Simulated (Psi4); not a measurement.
# GeSiH6O (SMILES [OH][GeH2][SiH3]): HF/def2-TZVP (ints tolerance 1e-10, sweep point 5)

Aim: the vertical electron affinity of GeSiH6O at HF/def2-TZVP (ints tolerance 1e-10, sweep point 5), from 2 runs. 

Program for the calculation: Psi4 1.11.

4 further runs of the same task are left out: 4 set aside as unsound or not needed. Runs told in other sessions of the task aren't counted.

## (1) The molecule

The species is GeSiH6O (9 atoms), meant as a singlet with charge 0. SMILES: `[OH][GeH2][SiH3]`. The coordinates come from a PBE0-D4/def2-TZVP relaxation. This is one conformer, not always the lowest.

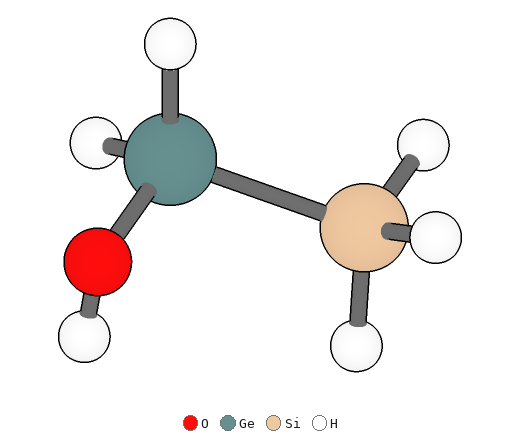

The structure, seen from a chosen angle (oxygen red, germanium teal, silicon light orange, hydrogen white).

## (2) A single-point energy at HF/def2-TZVP (ints tolerance 1e-10, sweep point 5)

calc.in

```
memory 1.6 GB

molecule mol {
  0 1
  O     -1.665400     1.003200    -0.854800
  Ge     0.086300     0.899600    -0.495500
  Si     0.525800    -1.010700     0.870400
  H     -1.973400     0.267900    -1.389000
  H      0.873700     0.832100    -1.824400
  H      0.388100     2.226700     0.215900
  H      1.986000    -1.132800     1.128400
  H      0.060100    -2.236200     0.166300
  H     -0.192800    -0.896100     2.165800
  symmetry c1
}

set globals {
  basis def2-TZVP
  puream true
  scf_type direct
  ints_tolerance 1e-10
  maxiter 60
}

E, wfn = energy('scf', return_wfn=True)
```

Run with:

```console
psi4 -n 1 calc.in calc.out
```

calc.out:

```text
[...]
  Running in c1 symmetry.
[...]
  Nuclear repulsion =  271.699821236091680
[...]
  Multiplicity = 1
[...]
  Nalpha       = 30
  Nbeta        = 30
[...]
    Number of basis functions: 152
[...]
   @DF-RHF iter   1: -2441.40129671398199   -3.21277e+00   1.80493e-02 ADIIS/DIIS
[...]
   @RHF iter  11: -2442.71419246089772   -7.33849e-08   3.84738e-07 DIIS
[...]
    Orbital Energies [Eh]
    ---------------------
    Doubly Occupied:
       1A   -405.241511     2A    -68.778208     3A    -52.148470
       4A    -46.236173     5A    -46.236158     6A    -46.236073
       7A    -20.545775     8A     -7.193668     9A     -6.129677
      10A     -5.169889    11A     -5.169292    12A     -5.169018
      13A     -4.235734    14A     -4.235607    15A     -4.235545
      16A     -1.649742    17A     -1.644546    18A     -1.643515
      19A     -1.640385    20A     -1.640183    21A     -1.307238
      22A     -0.764536    23A     -0.701913    24A     -0.622519
      25A     -0.526744    26A     -0.518533    27A     -0.494588
      28A     -0.490716    29A     -0.459519    30A     -0.393261
[...]
  @RHF Final Energy: -2442.71419246089772
   => Energetics <=
    Nuclear Repulsion Energy =            271.6998212360916796
    One-Electron Energy =               -3945.9104860616434962
    Two-Electron Energy =                1231.4964723646537550
    Total Energy =                      -2442.7141924608977206
[...]
 Multipole Moments:
 ------------------------------------------------------------------------------------
     Multipole            Electronic (a.u.)      Nuclear  (a.u.)        Total (a.u.)
 ------------------------------------------------------------------------------------
 L = 1.  Multiply by 2.5417464519 to convert [e a0] to [Debye]
 Dipole X            :          0.2598700            0.1326905            0.3925605
 Dipole Y            :          7.1799571           -7.7282679           -0.5483108
 Dipole Z            :         -4.4637455            4.3283988           -0.1353467
 Magnitude           :                                                    0.6877988
[...]
```

Run time: 11 s. Hardware: 1 thread of AMD EPYC 7B13 (Zen 3), shared host; peak memory 0.32 GiB.

## (3) The doublet anion, same level

input.dat

```
memory 1600 MB

molecule system {
  -1 2
  O     -1.665400     1.003200    -0.854800
  Ge     0.086300     0.899600    -0.495500
  Si     0.525800    -1.010700     0.870400
  H     -1.973400     0.267900    -1.389000
  H      0.873700     0.832100    -1.824400
  H      0.388100     2.226700     0.215900
  H      1.986000    -1.132800     1.128400
  H      0.060100    -2.236200     0.166300
  H     -0.192800    -0.896100     2.165800
  units angstrom
  symmetry c1
}

set globals {
  basis          def2-TZVP
  reference      uhf
  puream         true
  scf_type       direct
  ints_tolerance 1e-10
  maxiter        100
}

E = energy('hf')
```

Run with:

```console
psi4 -n 1 input.dat output.dat
```

output.dat:

```text
[...]
  Running in c1 symmetry.
[...]
  Nuclear repulsion =  271.699821236091680
[...]
  Multiplicity = 2
[...]
  Nalpha       = 31
  Nbeta        = 30
[...]
    Number of basis functions: 152
[...]
   @DF-UHF iter   1: -2441.00316934259536   -2.81464e+00   1.88564e-02 DIIS/ADIIS
[...]
   @UHF iter  15: -2442.63056168784397   -1.44592e-07   6.88814e-07 DIIS
[...]
   @S^2 Observed:                7.596231408E-01
[...]
    Orbital Energies [Eh]
    ---------------------
    Alpha Occupied:
       1A   -405.030356     2A    -68.594116     3A    -51.936420
       4A    -46.024511     5A    -46.024389     6A    -46.024324
       7A    -20.335287     8A     -6.982387     9A     -5.942548
      10A     -4.958917    11A     -4.958874    12A     -4.958114
      13A     -4.049249    14A     -4.048964    15A     -4.048451
      16A     -1.440793    17A     -1.433752    18A     -1.431712
      19A     -1.429816    20A     -1.429455    21A     -1.110668
      22A     -0.571782    23A     -0.508635    24A     -0.424175
      25A     -0.339806    26A     -0.325442    27A     -0.315341
      28A     -0.310899    29A     -0.266377    30A     -0.199154
      31A      0.066214
[...]
  @UHF Final Energy: -2442.63056168784397
   => Energetics <=
    Nuclear Repulsion Energy =            271.6998212360916796
    One-Electron Energy =               -3957.9420903869258836
    Two-Electron Energy =                1243.6117074629903527
    Total Energy =                      -2442.6305616878435103
  UHF NO Occupations:
  HONO-2 :   29  A 1.9991101
  HONO-1 :   30  A 1.9970461
  HONO-0 :   31  A 1.0000000
  LUNO+0 :   32  A 0.0029539
  LUNO+1 :   33  A 0.0008899
[...]
 Multipole Moments:
 ------------------------------------------------------------------------------------
     Multipole            Electronic (a.u.)      Nuclear  (a.u.)        Total (a.u.)
 ------------------------------------------------------------------------------------
 L = 1.  Multiply by 2.5417464519 to convert [e a0] to [Debye]
 Dipole X            :          0.3949686            0.1326905            0.5276591
 Dipole Y            :          7.7656387           -7.7282679            0.0373708
 Dipole Z            :         -4.4846719            4.3283988           -0.1562731
 Magnitude           :                                                    0.5515813
[...]
```

It took 14 s on 1 thread of AMD EPYC 7B13 (Zen 3), shared host; peak memory 0.32 GiB.

## (4) Results

Level: HF/def2-TZVP (ints tolerance 1e-10, sweep point 5).

| quantity | value |
| --- | --- |
| singlet GeSiH6O: total energy | -2442.71419 Eh |
| singlet GeSiH6O: dipole moment | 1.75 D |
| singlet GeSiH6O: HOMO energy | -10.70 eV |
| singlet GeSiH6O: LUMO energy | 2.69 eV |
| singlet GeSiH6O: HOMO–LUMO gap | 13.39 eV |
| doublet anion: total energy | -2442.63056 Eh |
| doublet anion: HOMO energy (highest over α and β) | 1.80 eV |
| doublet anion: LUMO energy (lowest over α and β) | 7.59 eV |
| doublet anion: ⟨S²⟩ | 0.760 |
| vertical electron affinity (to the doublet anion) | -2.276 eV |

In words: The anion lies 2.28 eV (220 kJ/mol) above the neutral: the electron isn't bound at this level, and such a value depends on the basis. Without diffuse functions anions come out too high. Hartree–Fock misses the correlation that binds many anions. The HOMO (doublet anion) lies at positive energy, 1.80 eV: the electron is unbound at this level or held by a compact basis; values depend on the basis.
